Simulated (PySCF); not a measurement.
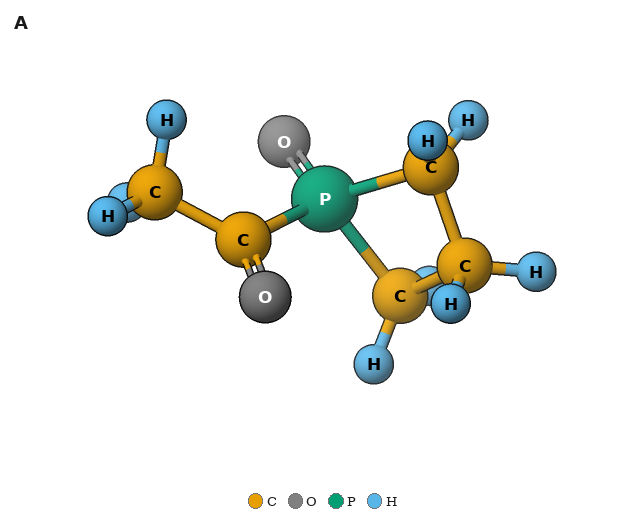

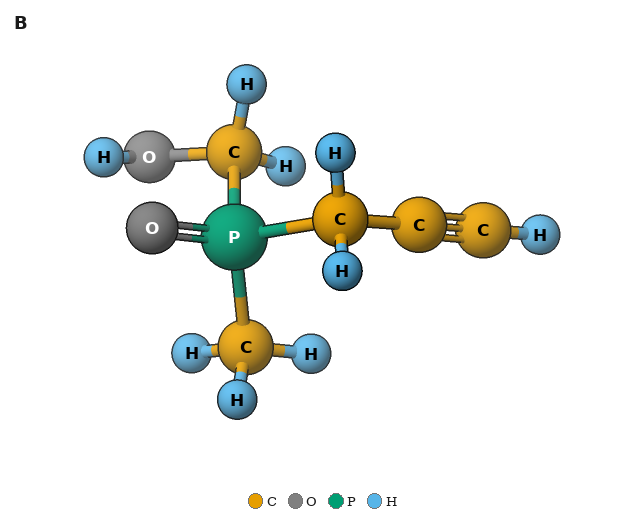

2 stationary structures of one formula. Geometries: GFN2-xTB. Electronic energies: PBE0/pcSseg-1 (PySCF 2.14.0), without zero-point energy. No frequency run is at hand to confirm each as a minimum. Each is one conformer, not always the lowest.

Question: Are they conformers, stereoisomers or constitutional isomers?

Answer: They are constitutional isomers of C5H9O2P: A `CC(=O)P1(=O)CCC1`, B `C#CC[P@@](C)(=O)CO`.

Question: Rank them by energy, lowest first.

Answer: A is lowest; B lies 1.382 eV above it.

The geometry is semi-empirical. Around P such bond lengths and angles can be off by a tenth of an ångström or more and by several degrees, and values that hang on the shape move with them.
